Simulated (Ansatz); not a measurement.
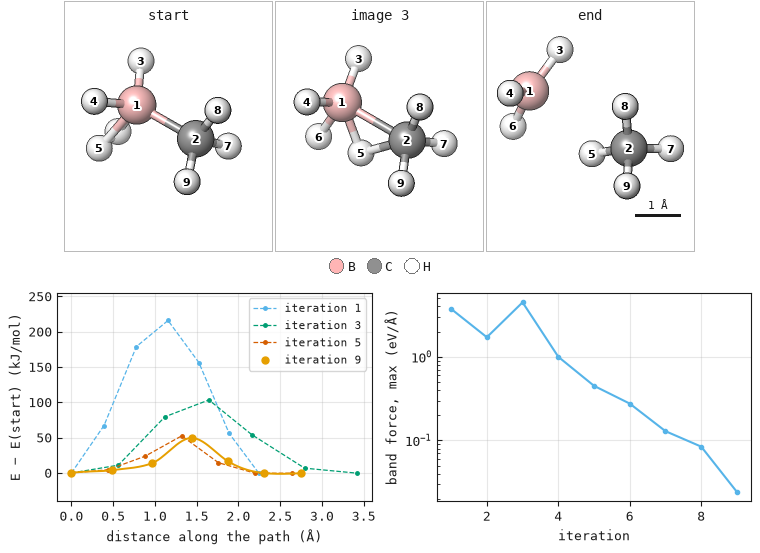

A search for the minimum-energy path of CH$_{7}$B by the nudged elastic band. Images are numbered from 0 (start) to 6 (end). The plot follows the band through its iterations. Style: ball-and-stick. Shown at a tilt.

Theory: Ansatz, RKS PBE0-D4/def2-SVP. Settings: 5 movable images; climbing image.

Q: Did the band converge, and can the barrier be trusted?

A: The run is converged, with reservations. The band converged in 9 iterations. The largest component of the band force went from 3.7 to 0.024 eV/Å. The climbing image converged on the top of the path. Its curvatures weren't checked. The largest force component is 0.36 eV/Å at the start and 0.32 eV/Å at the end; an end with forces this large is no minimum, and the barrier measured from it can be far off. The first iteration put the highest image at 216.0 kJ/mol. The barrier is about 49.6 kJ/mol in both directions, with image 3 at the top; the ends have nearly the same energy.
